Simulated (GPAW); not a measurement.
Run report: BSiPH6, property calculation

BSiPH6, computed with RPBE/dzp, scalar-relativistic datasets (GPAW 26.7.0).

The geometry comes from this level: GFN2-xTB.

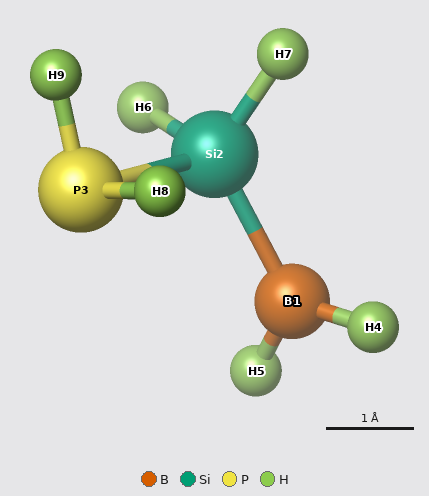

Figure 1. The input geometry (ball-and-stick view, seen at a tilt; atoms are numbered from 1 in the order of the input). Bond lengths as drawn: B–H 1.17 Å, B–Si 1.95 Å, H–P 1.38 Å, H–Si 1.47 to 1.48 Å and P–Si 2.28 Å.

Input file (run.py)
```python
import numpy as np
from ase.io import read
from ase.units import Debye
from gpaw import GPAW

# Atomic positions
atoms = read("bh6psi.xyz")
atoms.center(vacuum=4.5)

# GPAW settings
gpaw_calc = GPAW(mode="lcao", maxiter=100, h=0.2, xc="RPBE", basis="dzp", txt="-")
atoms.calc = gpaw_calc

energy = atoms.get_potential_energy()
print(f"Energy: {energy:.5f} eV")
forces = atoms.get_forces()
print("Forces (eV/Ang)")
for symbol, f in zip(atoms.symbols, forces):
    print(f'{symbol:2} {f[0]:9.4f} {f[1]:9.4f} {f[2]:9.4f}')
dipole = atoms.get_dipole_moment() / Debye
print(f"Dipole: {np.linalg.norm(dipole):.3f} D")
homo, lumo = gpaw_calc.get_homo_lumo()
print(f"HOMO = {homo:.3f} eV")
print(f"LUMO = {lumo:.3f} eV")
print(f"Gap = {lumo - homo:.3f} eV")
```

File bh6psi.xyz
```
9

B     -1.030040     0.548650    -1.295510
Si     0.507190     0.499330    -0.103120
P     -0.166410    -0.829550     1.620720
H     -1.179740    -0.243780    -2.144330
H     -1.884140     1.333090    -1.145100
H      0.920230     1.725510     0.603070
H      1.779170    -0.058840    -0.604850
H     -0.046180    -2.011960     0.912860
H      1.099920    -0.962440     2.156260
```

Machine: 1 thread of Arm Neoverse V1, 24 GiB of memory available, shared host.

Launched with:
```bash
python run.py > run.log
```

Output
```
__  _  _
 | _ |_)|_||  |
 |__||  | ||/\| - 26.7.0

units:  Angstrom and eV
cores:  1
OpenMP: False

Versions:
  Python: 3.12.14
  ASE:    3.29.0
  Numpy:  2.5.5
  Scipy:  1.18.1
  Libxc:  7.0.0

        _gpaw.cpython-312-aarch64-linux-gnu.so

Input parameters:
  mode=LCAO(),
  basis={'default': 'dzp'},
  h=0.2,
  maxiter=100,
  xc=XC(name='RPBE')
         .------------------------------.
        /|                              |
       / |                              |
      /  |                              |
     /   |                              |
    /    |                              |
   /     |                              |
  /      |                              |
 *       |                              |
 |       |                              |
 |       |          P  HH               |
 |       |                              |
 |       |       H H  Si                |
 |       |         B     H              |
 |       |                              |
 |       |        H                     |
 |       .------------------------------.
 |      /                              /
 |     /                              /
 |    /                              /
 |   /                              /
 |  /                              /
 | /                              /
 |/                              /
 *------------------------------*

Atoms  # Å, Bohr magnetons
|   | symbol |        x |        y |        z |    initial magnetic moments |
|---|--------|----------|----------|----------|-----------------------------|
| 0 |      B | 5.354100 | 7.060610 | 5.348820 | ( 0.0000,  0.0000,  0.0000) |
| 1 |     Si | 6.891330 | 7.011290 | 6.541210 | ( 0.0000,  0.0000,  0.0000) |
| 2 |      P | 6.217730 | 5.682410 | 8.265050 | ( 0.0000,  0.0000,  0.0000) |
| 3 |      H | 5.204400 | 6.268180 | 4.500000 | ( 0.0000,  0.0000,  0.0000) |
| 4 |      H | 4.500000 | 7.845050 | 5.499230 | ( 0.0000,  0.0000,  0.0000) |
| 5 |      H | 7.304370 | 8.237470 | 7.247400 | ( 0.0000,  0.0000,  0.0000) |
| 6 |      H | 8.163310 | 6.453120 | 6.039480 | ( 0.0000,  0.0000,  0.0000) |
| 7 |      H | 6.337960 | 4.500000 | 7.557190 | ( 0.0000,  0.0000,  0.0000) |
| 8 |      H | 7.484060 | 5.549520 | 8.800590 | ( 0.0000,  0.0000,  0.0000) |

Unit cell  # Å
| periodic |         x |         y |         z |   lengths |    angles |
|----------|-----------|-----------|-----------|-----------|-----------|
|       no | 12.663310 |  0.000000 |  0.000000 | 12.663310 | 90.000000 |
|       no |  0.000000 | 12.737470 |  0.000000 | 12.737470 | 90.000000 |
|       no |  0.000000 |  0.000000 | 13.300590 | 13.300590 | 90.000000 |

Number of symmetries: 1
Symmetry operations  # r_c * U_cc + t_c -> r_c
|   | kind |            matrix            |
|---|------|------------------------------|
| 0 |  E   |  1, 0, 0,  0, 1, 0,  0, 0, 1 |

BZ-sampling:
  Number of BZ points: 1
  Number of IBZ points: 1

  Monkhorst-Pack size: [1, 1, 1]
  Monkhorst-Pack shift: [0, 0, 0]

K-points  # in reciprocal-cell coordinates
|   |                                coordinates |     weight |
|---|--------------------------------------------|------------|
| 0 | (  0.00000000,   0.00000000,   0.00000000) | 1.00000000 |

basis functions: 69
Spin-components: 1 (collinear spins)
Bands:           15
Projectors:      33
Spin-degeneracy: 2
Datatype:        <class 'float'>

  Storage: CPU
  Wave functions: 8_280 bytes (8_280 per core)

Parallelization:
  kpt:    1
  domain: 1
  band:   1

Density:
  Valence electrons: 18.0
  Components: 1
  Grid points: [64 64 68]
  Charge: 0.0  # |e|

Potential:
  Grid points: [64 64 68]

species:
  B:
    name:    Boron
    Z:       5.0
    valence: 3
    core:    2
    charge:  0.0  # [|e|]
    file:    B.RPBE.gz
    compensation charges:
      type: gauss
      rc: 0.20  # [Å]
      lmax: 2
    cutoffs:
      filter: 1.14  # [Å]
      core: 1.38  # [Å]
    projectors
    | kind |    occ | energy [eV] | rcut [Å] |
    |------|--------|-------------|----------|
    |   2s |  2.000 |      -9.489 |    0.635 |
    |   2p |  1.000 |      -3.587 |    0.635 |
    |    s |        |      17.723 |    0.635 |
    |    p |        |      23.625 |    0.635 |
    |    d |        |       0.000 |    0.635 |

    LCAO basis set for B:
      Name: dzp
      File: B.dzp.basis.gz
      Number of radial functions: 5
      Number of spherical harmonics: 13
        l=0, rc=6.6719 Bohr: 2s-sz confined orbital
        l=1, rc=8.2188 Bohr: 2p-sz confined orbital
        l=0, rc=3.7500 Bohr: 2s-dz split-valence wave
        l=1, rc=4.6094 Bohr: 2p-dz split-valence wave
        l=2, rc=8.2188 Bohr: d-type Gaussian polarization
      Number of RI-basis functions 0

  Si:
    name:    Silicon
    Z:       14.0
    valence: 4
    core:    10
    charge:  0.0  # [|e|]
    file:    Si.RPBE.gz
    compensation charges:
      type: gauss
      rc: 0.33  # [Å]
      lmax: 2
    cutoffs:
      filter: 1.86  # [Å]
      core: 2.06  # [Å]
    projectors
    | kind |    occ | energy [eV] | rcut [Å] |
    |------|--------|-------------|----------|
    |   3s |  2.000 |     -10.793 |    1.058 |
    |   3p |  2.000 |      -4.075 |    1.058 |
    |    s |        |      16.418 |    1.058 |
    |    p |        |      23.136 |    1.058 |
    |    d |        |       0.000 |    1.058 |

    LCAO basis set for Si:
      Name: dzp
      File: Si.dzp.basis.gz
      Number of radial functions: 5
      Number of spherical harmonics: 13
        l=0, rc=6.8594 Bohr: 3s-sz confined orbital
        l=1, rc=9.0625 Bohr: 3p-sz confined orbital
        l=0, rc=3.8906 Bohr: 3s-dz split-valence wave
        l=1, rc=5.2344 Bohr: 3p-dz split-valence wave
        l=2, rc=9.0625 Bohr: d-type Gaussian polarization
      Number of RI-basis functions 0

  P:
    name:    Phosphorus
    Z:       15.0
    valence: 5
    core:    10
    charge:  0.0  # [|e|]
    file:    P.RPBE.gz
    compensation charges:
      type: gauss
      rc: 0.30  # [Å]
      lmax: 2
    cutoffs:
      filter: 1.69  # [Å]
      core: 1.81  # [Å]
    projectors
    | kind |    occ | energy [eV] | rcut [Å] |
    |------|--------|-------------|----------|
    |   3s |  2.000 |     -13.955 |    0.953 |
    |   3p |  3.000 |      -5.495 |    0.953 |
    |    s |        |      13.257 |    0.953 |
    |    p |        |      21.717 |    0.953 |
    |    d |        |       0.000 |    0.953 |

    LCAO basis set for P:
      Name: dzp
      File: P.dzp.basis.gz
      Number of radial functions: 5
      Number of spherical harmonics: 13
        l=0, rc=6.0938 Bohr: 3s-sz confined orbital
        l=1, rc=7.7031 Bohr: 3p-sz confined orbital
        l=0, rc=3.4375 Bohr: 3s-dz split-valence wave
        l=1, rc=4.4688 Bohr: 3p-dz split-valence wave
        l=2, rc=7.7031 Bohr: d-type Gaussian polarization
      Number of RI-basis functions 0

  H:
    name:    Hydrogen
    Z:       1.0
    valence: 1
    core:    0
    charge:  0.0  # [|e|]
    file:    H.RPBE.gz
    compensation charges:
      type: gauss
      rc: 0.15  # [Å]
      lmax: 2
    cutoffs:
      filter: 0.85  # [Å]
      core: 0.53  # [Å]
    projectors
    | kind |    occ | energy [eV] | rcut [Å] |
    |------|--------|-------------|----------|
    |   1s |  1.000 |      -6.572 |    0.476 |
    |    s |        |      20.639 |    0.476 |
    |    p |        |       0.000 |    0.476 |

    LCAO basis set for H:
      Name: dzp
      File: H.dzp.basis.gz
      Number of radial functions: 3
      Number of spherical harmonics: 5
        l=0, rc=6.4219 Bohr: 1s-sz confined orbital
        l=0, rc=3.6094 Bohr: 1s-dz split-valence wave
        l=1, rc=6.4219 Bohr: p-type Gaussian polarization
      Number of RI-basis functions 0

Reference energy: -17943.230285  # eV

eigensolver:
  <gpaw.new.lcao.eigensolver.LCAOEigensolver object at 0xfaa1374a2150>
density mixing:
  MSR1-Mixer
  Pratt-step length: 0.05
  Maximum mixing coefficient: 0.75
  Old densities: 10
  SVD Regularization: 0.005
  Good broyden scale: 1.0
  Trust region scale: 1.0
  Backstep threshold: 4.0
  History deletion threshold: 6.0
  Fourier metric: weight=20.0, sigma=0.015

occupation numbers:
  # Zero width

FastPoissonSolver using
    Stencil: 6*3+1=19 point O(h^6) finite-difference Laplacian
    FFT axes: []
    FST axes: [np.int64(0), np.int64(1), np.int64(2)]

xc functional:
  name: RPBE with 2 nearest neighbor stencil
interpolation: tri-quintic # 5. degree polynomial

         .------------------------------.
        /|                              |
       / |                              |
      /  |                              |
     /   |                              |
    /    |                              |
   /     |                              |
  /      |                              |
 *       |                              |
 |       |                              |
 |       |          P  HH               |
 |       |                              |
 |       |       H H  Si                |
 |       |         B     H              |
 |       |                              |
 |       |        H                     |
 |       .------------------------------.
 |      /                              /
 |     /                              /
 |    /                              /
 |   /                              /
 |  /                              /
 | /                              /
 |/                              /
 *------------------------------*

Atoms  # Å, Bohr magnetons
|   | symbol |        x |        y |        z |    initial magnetic moments |
|---|--------|----------|----------|----------|-----------------------------|
| 0 |      B | 5.354100 | 7.060610 | 5.348820 | ( 0.0000,  0.0000,  0.0000) |
| 1 |     Si | 6.891330 | 7.011290 | 6.541210 | ( 0.0000,  0.0000,  0.0000) |
| 2 |      P | 6.217730 | 5.682410 | 8.265050 | ( 0.0000,  0.0000,  0.0000) |
| 3 |      H | 5.204400 | 6.268180 | 4.500000 | ( 0.0000,  0.0000,  0.0000) |
| 4 |      H | 4.500000 | 7.845050 | 5.499230 | ( 0.0000,  0.0000,  0.0000) |
| 5 |      H | 7.304370 | 8.237470 | 7.247400 | ( 0.0000,  0.0000,  0.0000) |
| 6 |      H | 8.163310 | 6.453120 | 6.039480 | ( 0.0000,  0.0000,  0.0000) |
| 7 |      H | 6.337960 | 4.500000 | 7.557190 | ( 0.0000,  0.0000,  0.0000) |
| 8 |      H | 7.484060 | 5.549520 | 8.800590 | ( 0.0000,  0.0000,  0.0000) |

Unit cell  # Å
| periodic |         x |         y |         z |   lengths |    angles |
|----------|-----------|-----------|-----------|-----------|-----------|
|       no | 12.663310 |  0.000000 |  0.000000 | 12.663310 | 90.000000 |
|       no |  0.000000 | 12.737470 |  0.000000 | 12.737470 | 90.000000 |
|       no |  0.000000 |  0.000000 | 13.300590 | 13.300590 | 90.000000 |

Number of symmetries: 1
Symmetry operations  # r_c * U_cc + t_c -> r_c
|   | kind |            matrix            |
|---|------|------------------------------|
| 0 |  E   |  1, 0, 0,  0, 1, 0,  0, 0, 1 |

BZ-sampling:
  Number of BZ points: 1
  Number of IBZ points: 1

  Monkhorst-Pack size: [1, 1, 1]
  Monkhorst-Pack shift: [0, 0, 0]

K-points  # in reciprocal-cell coordinates
|   |                                coordinates |     weight |
|---|--------------------------------------------|------------|
| 0 | (  0.00000000,   0.00000000,   0.00000000) | 1.00000000 |

basis functions: 69
Spin-components: 1 (collinear spins)
Bands:           15
Projectors:      33
Spin-degeneracy: 2
Datatype:        <class 'float'>

  Storage: CPU
  Wave functions: 8_280 bytes (8_280 per core)

Parallelization:
  kpt:    1
  domain: 1
  band:   1

Density:
  Valence electrons: 18.0
  Components: 1
  Grid points: [64 64 68]
  Charge: 0.0  # |e|

Potential:
  Grid points: [64 64 68]

species:
  B:
    name:    Boron
    Z:       5.0
    valence: 3
    core:    2
    charge:  0.0  # [|e|]
    file:    B.RPBE.gz
    compensation charges:
      type: gauss
      rc: 0.20  # [Å]
      lmax: 2
    cutoffs:
      filter: 1.14  # [Å]
      core: 1.38  # [Å]
    projectors
    | kind |    occ | energy [eV] | rcut [Å] |
    |------|--------|-------------|----------|
    |   2s |  2.000 |      -9.489 |    0.635 |
    |   2p |  1.000 |      -3.587 |    0.635 |
    |    s |        |      17.723 |    0.635 |
    |    p |        |      23.625 |    0.635 |
    |    d |        |       0.000 |    0.635 |

    LCAO basis set for B:
      Name: dzp
      File: B.dzp.basis.gz
      Number of radial functions: 5
      Number of spherical harmonics: 13
        l=0, rc=6.6719 Bohr: 2s-sz confined orbital
        l=1, rc=8.2188 Bohr: 2p-sz confined orbital
        l=0, rc=3.7500 Bohr: 2s-dz split-valence wave
        l=1, rc=4.6094 Bohr: 2p-dz split-valence wave
        l=2, rc=8.2188 Bohr: d-type Gaussian polarization
      Number of RI-basis functions 0

  Si:
    name:    Silicon
    Z:       14.0
    valence: 4
    core:    10
    charge:  0.0  # [|e|]
    file:    Si.RPBE.gz
    compensation charges:
      type: gauss
      rc: 0.33  # [Å]
      lmax: 2
    cutoffs:
      filter: 1.86  # [Å]
      core: 2.06  # [Å]
    projectors
    | kind |    occ | energy [eV] | rcut [Å] |
    |------|--------|-------------|----------|
    |   3s |  2.000 |     -10.793 |    1.058 |
    |   3p |  2.000 |      -4.075 |    1.058 |
    |    s |        |      16.418 |    1.058 |
    |    p |        |      23.136 |    1.058 |
    |    d |        |       0.000 |    1.058 |

    LCAO basis set for Si:
      Name: dzp
      File: Si.dzp.basis.gz
      Number of radial functions: 5
      Number of spherical harmonics: 13
        l=0, rc=6.8594 Bohr: 3s-sz confined orbital
        l=1, rc=9.0625 Bohr: 3p-sz confined orbital
        l=0, rc=3.8906 Bohr: 3s-dz split-valence wave
        l=1, rc=5.2344 Bohr: 3p-dz split-valence wave
        l=2, rc=9.0625 Bohr: d-type Gaussian polarization
      Number of RI-basis functions 0

  P:
    name:    Phosphorus
    Z:       15.0
    valence: 5
    core:    10
    charge:  0.0  # [|e|]
    file:    P.RPBE.gz
    compensation charges:
      type: gauss
      rc: 0.30  # [Å]
      lmax: 2
    cutoffs:
      filter: 1.69  # [Å]
      core: 1.81  # [Å]
    projectors
    | kind |    occ | energy [eV] | rcut [Å] |
    |------|--------|-------------|----------|
    |   3s |  2.000 |     -13.955 |    0.953 |
    |   3p |  3.000 |      -5.495 |    0.953 |
    |    s |        |      13.257 |    0.953 |
    |    p |        |      21.717 |    0.953 |
    |    d |        |       0.000 |    0.953 |

    LCAO basis set for P:
      Name: dzp
      File: P.dzp.basis.gz
      Number of radial functions: 5
      Number of spherical harmonics: 13
        l=0, rc=6.0938 Bohr: 3s-sz confined orbital
        l=1, rc=7.7031 Bohr: 3p-sz confined orbital
        l=0, rc=3.4375 Bohr: 3s-dz split-valence wave
        l=1, rc=4.4688 Bohr: 3p-dz split-valence wave
        l=2, rc=7.7031 Bohr: d-type Gaussian polarization
      Number of RI-basis functions 0

  H:
    name:    Hydrogen
    Z:       1.0
    valence: 1
    core:    0
    charge:  0.0  # [|e|]
    file:    H.RPBE.gz
    compensation charges:
      type: gauss
      rc: 0.15  # [Å]
      lmax: 2
    cutoffs:
      filter: 0.85  # [Å]
      core: 0.53  # [Å]
    projectors
    | kind |    occ | energy [eV] | rcut [Å] |
    |------|--------|-------------|----------|
    |   1s |  1.000 |      -6.572 |    0.476 |
    |    s |        |      20.639 |    0.476 |
    |    p |        |       0.000 |    0.476 |

    LCAO basis set for H:
      Name: dzp
      File: H.dzp.basis.gz
      Number of radial functions: 3
      Number of spherical harmonics: 5
        l=0, rc=6.4219 Bohr: 1s-sz confined orbital
        l=0, rc=3.6094 Bohr: 1s-dz split-valence wave
        l=1, rc=6.4219 Bohr: p-type Gaussian polarization
      Number of RI-basis functions 0

Reference energy: -17943.230285  # eV

eigensolver:
  <gpaw.new.lcao.eigensolver.LCAOEigensolver object at 0xfaa1372b9760>
density mixing:
  MSR1-Mixer
  Pratt-step length: 0.05
  Maximum mixing coefficient: 0.75
  Old densities: 10
  SVD Regularization: 0.005
  Good broyden scale: 1.0
  Trust region scale: 1.0
  Backstep threshold: 4.0
  History deletion threshold: 6.0
  Fourier metric: weight=20.0, sigma=0.015

occupation numbers:
  # Zero width

FastPoissonSolver using
    Stencil: 6*3+1=19 point O(h^6) finite-difference Laplacian
    FFT axes: []
    FST axes: [np.int64(0), np.int64(1), np.int64(2)]

xc functional:
  name: RPBE with 2 nearest neighbor stencil
interpolation: tri-quintic # 5. degree polynomial

Initialization done in: 4.795 s

convergence criteria:
- Maximum [total energy] change in last 3 cyles: 0.0005 eV / valence electron
- Maximum integral of absolute [dens]ity change: 0.0001 electrons / valence electron
- Maximum integral of absolute [eigenst]ate change: 4e-08 eV^2 / valence electron
maximum number of iterations: 100

SCF iterations
|iter     |     time |      energy | eigst |  dens |
|---------|----------|-------------|-------|-------|
|iter:   1| 00:00:05 |  -35.937659 |      c|       |
|iter:   2| 00:00:05 |  -35.730338 |      c| -0.61 |
|iter:   3| 00:00:06 |  -34.323107 |      c| -0.64 |
|iter:   4| 00:00:07 |  -34.289200 |      c| -1.29 |
|iter:   5| 00:00:07 |  -34.289912 |      c| -2.04 |
|iter:   6| 00:00:08 |  -34.290032c|      c| -2.49 |
|iter:   7| 00:00:09 |  -34.290038c|      c| -3.09 |
|iter:   8| 00:00:10 |  -34.290037c|      c| -3.85 |
|iter:   9| 00:00:10 |  -34.290037c|      c| -4.36c|

Converged in 9 steps
SCF loop duration: 5.667 s (0.630 s/step)
Energy contributions relative to reference atoms: (reference = -17943.230285)

Energy contributions:
  Kinetic:          43.732491
  Coulomb:         -44.725902
  Zero:             -0.069401
  External:          0.000000
  Xc:              -33.227226
  Entropy:           0.000000
  Spinorbit:         0.000000
  ----------------------------
  Free energy:     -34.290037
  Extrapolated:    -34.290037

dipole moment: (0.057922, -0.034987, -0.092969)  # |e|*Ang

Fermi level: -4.810
Eigenvalues  # (at kpt = [0.000, 0.000, 0.000])
| band index |      eig [eV] | occ [0-2] |
|------------|---------------|-----------|
|          0 |       -16.102 |     2.000 |
|          1 |       -13.498 |     2.000 |
|          2 |       -11.663 |     2.000 |
|          3 |        -9.622 |     2.000 |
|          4 |        -9.036 |     2.000 |
|          5 |        -8.380 |     2.000 |
|          6 |        -7.843 |     2.000 |
|          7 |        -7.249 |     2.000 |
|          8 |        -6.180 |     2.000 |
|          9 |        -3.440 |     0.000 |
|         10 |         0.115 |     0.000 |
|         11 |         0.513 |     0.000 |
|         12 |         0.998 |     0.000 |
|         13 |         1.112 |     0.000 |
|         14 |         1.722 |     0.000 |

Gap: 2.741 eV
Transition (v -> c):
  (s=0, k=0, n=8, [0.00, 0.00, 0.00]) -> (s=0, k=0, n=9, [0.00, 0.00, 0.00])
No difference between direct/indirect transitions
vacuum-level: 0.000  # V
Energy: -34.29004 eV

Forces  # eV/Ang
|        x |        y |        z |
|----------|----------|----------|
|  0.44153 |  0.11765 |  0.13135 |  # B    0
|  0.78973 | -0.22757 |  0.51276 |  # Si   1
| -1.86556 |  0.92357 |  0.64417 |  # P    2
| -0.14406 | -1.00572 | -1.00115 |  # H    3
| -1.07993 |  0.97158 |  0.23604 |  # H    4
| -0.04670 |  0.72285 |  0.22232 |  # H    5
|  0.44288 | -0.26800 | -0.48210 |  # H    6
|  0.06584 | -1.20797 | -0.76175 |  # H    7
|  1.39579 | -0.02951 |  0.48810 |  # H    8

Force computation time: 0.316  # s
Forces (eV/Ang)
B     0.4415    0.1177    0.1313
Si    0.7897   -0.2276    0.5128
P    -1.8656    0.9236    0.6442
H    -0.1441   -1.0057   -1.0011
H    -1.0799    0.9716    0.2360
H    -0.0467    0.7228    0.2223
H     0.4429   -0.2680   -0.4821
H     0.0658   -1.2080   -0.7618
H     1.3958   -0.0295    0.4881
Dipole: 0.552 D
HOMO = -6.180 eV
LUMO = -3.440 eV
Gap = 2.741 eV
```

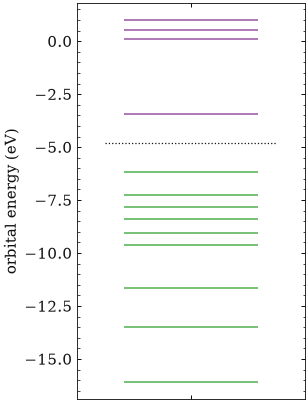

Figure 2. Orbital energies near the frontier; the dotted line parts filled from empty levels, and levels within 0.02 eV of each other stand side by side. Highest filled −6.18 eV, lowest empty −3.44 eV, 2.74 eV apart.

Summary

| quantity | value |
| --- | --- |
| outcome | converged |
| energy relative to the program's reference atoms | −34.2900 eV |
| basis functions | 69 |
| largest force | 2.179 eV/Å |
| HOMO | −6.18 eV |
| LUMO | −3.44 eV |
| dipole moment | 0.55 D |
| wall time | 11 s |
| peak memory | 0.68 GiB |
